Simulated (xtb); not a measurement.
# Run report: BSiN2H5, frequency calculation (part 2 of 2)

The same run, continued: BSiN2H5, SMILES N[SiH]1BN1; GFN2-xTB (xtb 6.7.1 later snapshot). The geometry was optimised with GFN2-xTB.

Geometry of the input (Å):
```
N  -0.6538  1.5866  0.3118
Si 0.2123  0.1329  0.6580
B  -0.2475  -1.6211  0.0862
N  0.6576  -0.9587  -0.7090
H  -0.1683  2.4138  0.0018
H  -1.5667  1.5434  -0.1103
H  1.4560  0.6326  1.2449
H  -0.7753  -2.6572  0.0610
H  1.1743  -1.1187  -1.5615
```

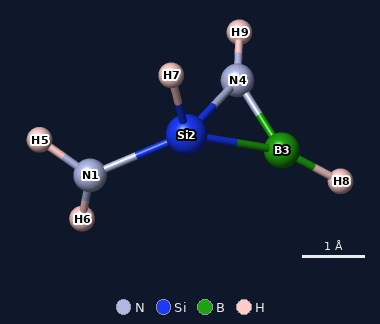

Figure 1. The input geometry (ball-and-stick view, seen at a tilt; atoms are numbered from 1 in the order of the input).

Log, continued:
```
 ---------------------------------------------------------------------------
     1   7      3.170 --     2      1.103     6      0.973     5      0.965
     2  14      3.693 --     1      1.103     7      0.860     3      0.846
                             4      0.823
     3   5      3.470 --     4      1.547     8      0.966     2      0.846
     4   7      3.392 --     3      1.547     9      0.949     2      0.823
     5   1      0.979 --     1      0.965
     6   1      0.981 --     1      0.973
     7   1      0.991 --     2      0.860
     8   1      0.990 --     3      0.966
     9   1      0.986 --     4      0.949
 ---------------------------------------------------------------------------

Topologies differ in total number of bonds
Writing topology from bond orders to xtbtopo.mol

molecular dipole:
                 x           y           z       tot (Debye)
 q only:       -0.185       0.192       0.226
   full:       -0.047       0.237      -0.384       1.153
molecular quadrupole (traceless):
                xx          xy          yy          xz          yz          zz
 q only:        0.207      -0.369      -1.317      -0.191      -1.829       1.110
  q+dip:        0.565       0.046      -0.006      -0.094      -1.551      -0.559
   full:        0.650      -1.343      -0.729       0.583      -1.821       0.079

           -------------------------------------------------
          |               Frequency Printout                |
           -------------------------------------------------
 projected vibrational frequencies (cm⁻¹)
eigval :       -0.00    -0.00    -0.00     0.00     0.00     0.00
eigval :      183.07   194.91   205.35   427.62   487.51   548.25
eigval :      581.54   699.91   709.03   731.23   815.24   849.85
eigval :      939.61  1021.65  1382.90  1530.58  2235.02  2673.14
eigval :     3383.76  3456.98  3504.92
 reduced masses (amu)
    1:      4.65    2:      4.45    3:      4.05    4:      5.08    5:      6.99    6:      4.47
    7:      2.90    8:      2.39    9:      1.30   10:      1.34   11:      1.47   12:      1.60
   13:      1.43   14:      1.05   15:      2.36   16:      1.32   17:      1.21   18:      1.63
   19:      4.35   20:      1.52   21:      6.72   22:      1.12   23:      1.04   24:      1.11
   25:      1.08   26:      1.05   27:      1.09
 IR intensities (km·mol⁻¹)
    1:      0.92    2:      1.50    3:      0.28    4:      0.68    5:      0.15    6:      1.62
    7:      7.94    8:     19.04    9:     15.42   10:    314.14   11:     27.59   12:     65.41
   13:     34.72   14:     61.35   15:     12.98   16:    147.54   17:     99.41   18:     98.76
   19:    143.91   20:    100.01   21:     92.02   22:     44.63   23:     92.16   24:     83.24
   25:     22.07   26:     47.20   27:     52.19
 Raman intensities (Ä⁴*amu⁻¹)
    1:      0.23    2:      0.56    3:      1.25    4:      1.19    5:      0.16    6:      0.56
    7:      4.43    8:      6.29    9:      3.47   10:      2.63   11:      8.06   12:      7.64
   13:     13.58   14:      9.22   15:     58.48   16:      1.35   17:      2.59   18:      7.20
   19:      5.00   20:      4.03   21:     33.49   22:      8.50   23:    248.05   24:    220.70
   25:    564.10   26:    230.13   27:     57.09
 output can be read by thermo (or use thermo option).
Molecule has no symmetry elements
It seems to be the C1 point group
 writing <g98.out> molden fake output.
 recommended (thermochemical) frequency scaling factor: 1.0
           -------------------------------------------------
          |             Thermodynamic Functions             |
           -------------------------------------------------

c1  symmetry found (for desy threshold:  0.10E+00) used in thermo

          ...................................................
          :                      SETUP                      :
          :.................................................:
          :  # frequencies                          21      :
          :  # imaginary freq.                       0      :
          :  linear?                             false      :
          :  only rotor calc.                    false      :
          :  symmetry                               c1      :
          :  rotational number                       1      :
          :  scaling factor                  1.0000000      :
          :  rotor cutoff                   50.0000000 cm⁻¹ :
          :  imag. cutoff                  -20.0000000 cm⁻¹ :
          :.................................................:

    mode    ω/cm⁻¹     T·S(HO)/kcal·mol⁻¹    T·S(FR)/kcal·mol⁻¹   T·S(vib)
   ------------------------------------------------------------------------
       1    183.07    -0.68482 ( 99.45%)    -0.67178 (  0.55%)    -0.68475
       2    194.91    -0.65015 ( 99.57%)    -0.65323 (  0.43%)    -0.65016
       3    205.35    -0.62153 ( 99.65%)    -0.63778 (  0.35%)    -0.62158
   ------------------------------------------------------------------------

   temp. (K)  partition function   enthalpy   heat capacity  entropy
                                   cal/mol     cal/K/mol   cal/K/mol   J/K/mol
 298.15  VIB   7.52                 1971.452     15.031     10.623
         ROT  0.522E+05              888.727      2.981     24.569
         INT  0.393E+06             2860.179     18.011     35.192
         TR   0.187E+26             1481.212      4.968     38.737
         TOT                        4341.3915    22.9795    73.9290   309.3188

       T/K    H(0)-H(T)+PV         H(T)/Eh          T*S/Eh         G(T)/Eh
   ------------------------------------------------------------------------
    298.15    0.691845E-02    0.674313E-01    0.351260E-01    0.323052E-01
   ------------------------------------------------------------------------

         :::::::::::::::::::::::::::::::::::::::::::::::::::::
         ::                  THERMODYNAMIC                  ::
         :::::::::::::::::::::::::::::::::::::::::::::::::::::
         :: total free energy         -11.316153195372 Eh   ::
         ::.................................................::
         :: total energy              -11.348458424488 Eh   ::
         :: zero point energy           0.060512817103 Eh   ::
         :: G(RRHO) w/o ZPVE           -0.028207587986 Eh   ::
         :: G(RRHO) contrib.            0.032305229117 Eh   ::
         :::::::::::::::::::::::::::::::::::::::::::::::::::::

           -------------------------------------------------
          | TOTAL ENERGY              -11.348458424488 Eh   |
          | TOTAL ENTHALPY            -11.281027159646 Eh   |
          | TOTAL FREE ENERGY         -11.316153195372 Eh   |
          | GRADIENT NORM               0.000078157577 Eh/α |
          | HOMO-LUMO GAP               3.764497560216 eV   |
           -------------------------------------------------

------------------------------------------------------------------------
------------------------------------------------------------------------
 total:
 *  cpu-time:     0 d,  0 h,  0 min,  1.185 sec
 * ratio c/w:     1.000 speedup
 SCF:
 *  cpu-time:     0 d,  0 h,  0 min,  0.003 sec
 * ratio c/w:     0.999 speedup
 analytical hessian:
 *  cpu-time:     0 d,  0 h,  0 min,  1.175 sec
 * ratio c/w:     1.000 speedup
```

File vibspectrum:
```
$vibrational spectrum
#  mode     symmetry     wave number   IR intensity   Raman activity   Raman scatt. cross-section   selection rules
#                           (cm⁻¹)      (km*mol⁻¹)      (Å⁴*amu⁻¹)             (Å²*sr⁻¹)              IR     RAMAN
     1                      -0.00         0.00000         0.00000             0.00000E+00              -       -
     2                      -0.00         0.00000         0.00000             0.00000E+00              -       -
     3                      -0.00         0.00000         0.00000             0.00000E+00              -       -
     4                       0.00         0.00000         0.00000             0.00000E+00              -       -
     5                       0.00         0.00000         0.00000             0.00000E+00              -       -
     6                       0.00         0.00000         0.00000             0.00000E+00              -       -
     7        a            183.07         7.93775         4.42539             0.33050E-13             YES     YES
     8        a            194.91        19.04023         6.28562             0.42325E-13             YES     YES
     9        a            205.35        15.42498         3.46887             0.21448E-13             YES     YES
    10        a            427.62       314.13649         2.63335             0.53756E-14             YES     YES
    11        a            487.51        27.58668         8.06200             0.13752E-13             YES     YES
    12        a            548.25        65.41365         7.63635             0.11138E-13             YES     YES
    13        a            581.54        34.71629        13.58358             0.18339E-13             YES     YES
    14        a            699.91        61.35268         9.21543             0.98058E-14             YES     YES
    15        a            709.03        12.97775        58.47759             0.61211E-13             YES     YES
    16        a            731.23       147.54039         1.34733             0.13564E-14             YES     YES
    17        a            815.24        99.41372         2.58758             0.22719E-14             YES     YES
    18        a            849.85        98.75729         7.19651             0.59978E-14             YES     YES
    19        a            939.61       143.91460         4.99547             0.36717E-14             YES     YES
    20        a           1021.65       100.01250         4.02612             0.26642E-14             YES     YES
    21        a           1382.90        92.02070        33.48655             0.15033E-13             YES     YES
    22        a           1530.58        44.62981         8.49585             0.33325E-14             YES     YES
    23        a           2235.02        92.16455       248.04807             0.56713E-13             YES     YES
    24        a           2673.14        83.23612       220.70302             0.38052E-13             YES     YES
    25        a           3383.76        22.06922       564.10249             0.64610E-13             YES     YES
    26        a           3456.98        47.19649       230.12522             0.25332E-13             YES     YES
    27        a           3504.92        52.19484        57.09363             0.61247E-14             YES     YES
$end
```

Standard error:
```
normal termination of xtb
```

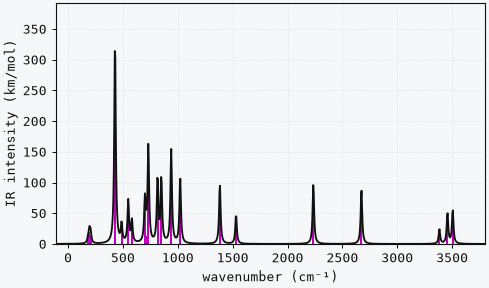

Figure 2. Harmonic infrared spectrum, unscaled: sticks (degenerate modes added up, dark ones marked on the axis) with a Lorentzian envelope of 16 cm⁻¹ full width, scaled to the tallest stick. 21 modes from 183 to 3505 cm⁻¹, none imaginary. The strongest line is at 428 cm⁻¹ (314 km/mol).

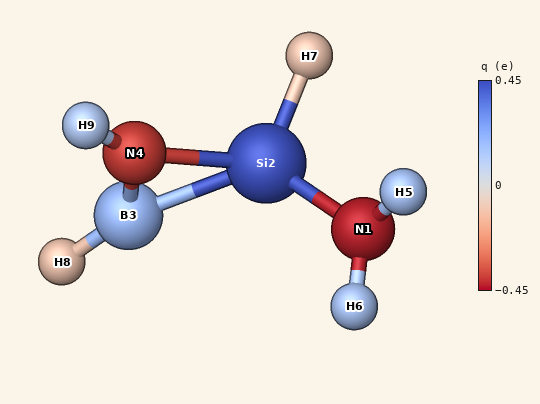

Figure 3. Mulliken charges, as the colour of each atom (ball-and-stick view, seen at an oblique angle; atoms are numbered from 1 in the order of the input). By element: N −0.42 to −0.39, Si +0.43, B +0.18 and H −0.10 to +0.15 e.

Results in brief:

- outcome: converged
- electrons treated: 22
- total energy: −11.348458 hartree
- dispersion energy: −0.004323 hartree
- basis functions: 27
- HOMO: −8.99 eV
- LUMO: −5.22 eV
- zero-point energy: 0.060513 hartree
- dipole moment: 1.15 D
- wavenumbers, lowest and highest: 183 and 3505 cm⁻¹
- wall time: 1.2 s
- peak memory: 0.072 GiB
